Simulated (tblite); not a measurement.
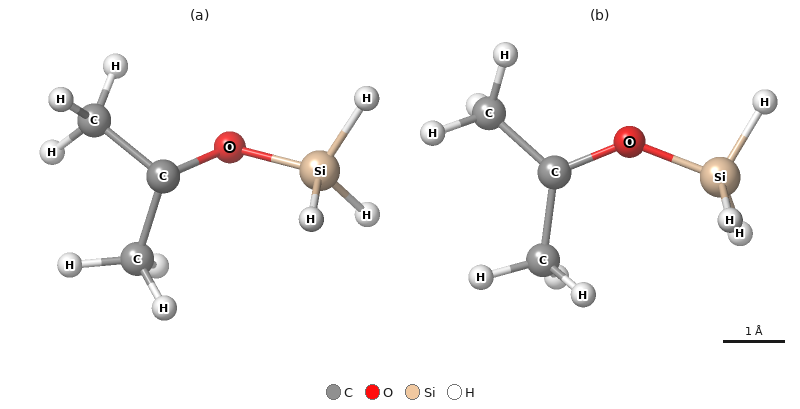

The structure of C3H9OSi (multiplicity 2) before (left) and after (right) a relaxation, at one scale.

A ball-and-stick model, seen face on.

Level of theory: tblite 0.8.0, GFN2-xTB geometry optimisation, gas phase. 

### What changed between the two?

The largest move after the best rigid fit is that of an H atom, 1.03 Å. By element the largest moves are H 1.03 Å, O 0.59 Å, C 0.27 Å, Si 0.11 Å. Near-neighbour distances that change, for instance: O–Si 1.705 → 1.619 Å, C–O 1.395 → 1.347 Å, C–C 1.522 → 1.485 Å, C–H 1.121 → 1.087 Å. Bond angles that change, for instance: C–O–Si 113.4° → 136.7°, C–C–C 105.2° → 121.6°, O–Si–H 112.9° → 99.2°. Groups turn about O–Si by about 65°. Over 156 geometry steps the energy falls by 1.082 eV.
